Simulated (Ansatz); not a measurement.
## Y (hcp, Mg type), energy against volume

Y (hcp, Mg type)

Space group P6₃/mmc (No. 194); a = 3.6826 Å, b = 3.6826 Å, c = 5.6985 Å, α = 90.00°, β = 90.00°, γ = 120.00°

| atom | site | symmetry | x | y | z |
|---|---|---|---|---|---|
| Y | 2d | -6m2 | 0.6667 | 0.3333 | 0.2500 |

The volume is varied about the relaxed value V₀ at fixed cell shape. Symmetry pins the atoms to their sites.

These are r2SCAN (plane waves to 500 eV, PAW, scalar-relativistic; Ansatz, a quantum-chemistry and plane-wave program) values and carry that method's errors. k mesh 15×15×8 (Γ-centred), Fermi-Dirac smearing 0.05 eV. Energies are smeared free energies. Stress and pressure are positive under compression. With the shape held, the modulus is that of even scaling; a crystal free to change shape is softer. Y is run without spin polarisation. Y was relaxed with its symmetry unable to fall. ΔE is measured from the relaxed starting cell.

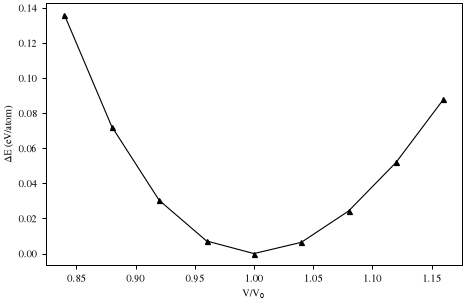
Figure. ΔE (eV/atom) against V/V₀; computed points joined by lines.

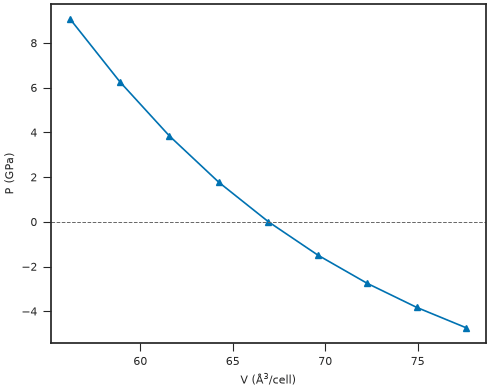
P (GPa) against V (Å³/cell); markers are the computed points, lines only join them.

The bulk modulus at fixed cell shape B₀ (third-order Birch-Murnaghan fit) comes out as 40.4 GPa and the equilibrium volume of the fit is 33.47 Å³/atom. The pressure derivative B₀′ (fit) is 3.0 and the pressure at the smallest volume is 9.1 GPa. The energy cost of the largest compression comes out as 136 meV/atom.

Check by three points about V = 33.463 Å³/atom, step 2.677: d²E/dV² ≈ (30 − 2·0 + 24) meV / 2.677² = 0.00754 eV/Å⁶, and V·d²E/dV² × 160.2 = 40.4 GPa.

(Under strain, the slope of the energy per volume gives the stress and its curvature an elastic modulus.)
